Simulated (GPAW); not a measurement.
Two runs for the O K edge of atom 2 in MnO2 (P-3m1). Run A: GPAW, LDA + U (Mn 3.9 eV), full core hole (charged cell), 12-atom cell with 5.4 Å between holes, 4×4×4 k points, dipole transitions, Gaussian full width 0.9 eV up to 4 eV, rising linearly to 3.5 eV at 25 eV. Run B differs in one choice.

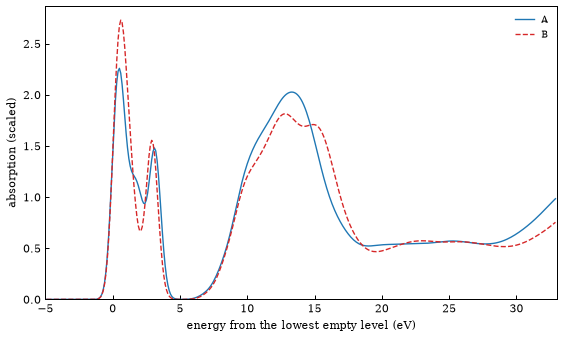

Energy from the lowest empty level; intensity scaled to a mean of 1 over the first 20 eV.

What was changed?
a) the k mesh of the spectrum
b) the volume of the cell
c) the k mesh of the field
d) the broadening

(b): run B changes the volume scale from 1 to 0.91. Against the first run the r.m.s. difference is 17 %. The highest intensity below 16 eV goes from 0.5 eV (2.26) to 0.6 eV (2.73). Other settings could leave a like mark; this is the one that was changed.

[Hosts, paths, dates, database ids (printed as entryN), source tags and the programs' standing remarks are cut or masked in the printed files.]

[Lists of maxima count a maximum above −3 eV only where it reaches 4 % of the highest in the window and stands out from its surroundings by 2 % of it (1.5 % where it reaches 55 %); shoulders and weaker maxima are passed over, and of the rest the first, up to two pre-edge ones and the few strongest are named.]
